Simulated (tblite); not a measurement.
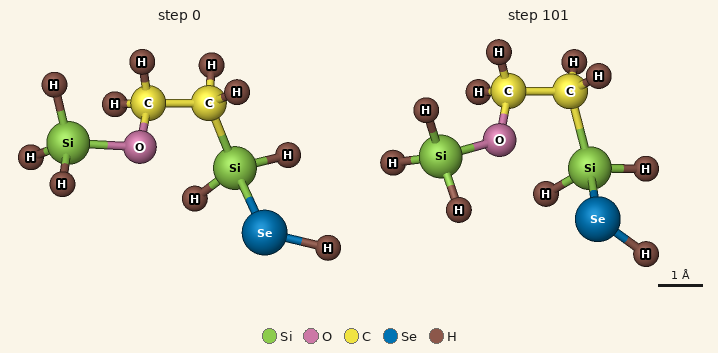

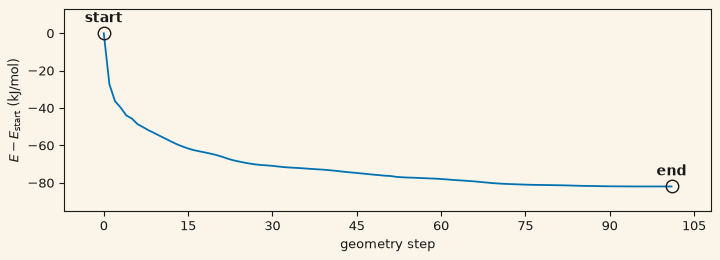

First and last geometry of a relaxation of C2H10OSeSi2, with the history of the run. The picture is a ball-and-stick view, seen at a tilt.

Method: tblite, GFN2-xTB geometry optimisation, gas phase. 

**Read the history and describe the run.**

It converged. The largest move after the best rigid fit is that of an H atom, 1.18 Å. By element the largest moves are H 1.18 Å, Se 0.86 Å, Si 0.45 Å, O 0.36 Å, C 0.33 Å. Some distances before and after: O–Si 1.748 → 1.631 Å, C–Si 1.816 → 1.902 Å, H–Se 1.528 → 1.444 Å, C–H 1.137 → 1.087 Å. Bond angles that change, for instance: Si–O–C 107.0° → 126.2°, Si–Se–H 110.7° → 96.5°, C–C–Si 117.9° → 108.2°. After 101 geometry steps the energy has fallen by 81.9 kJ/mol. The run took 1.3 s on 1 thread of Arm Neoverse N1 (shared host).
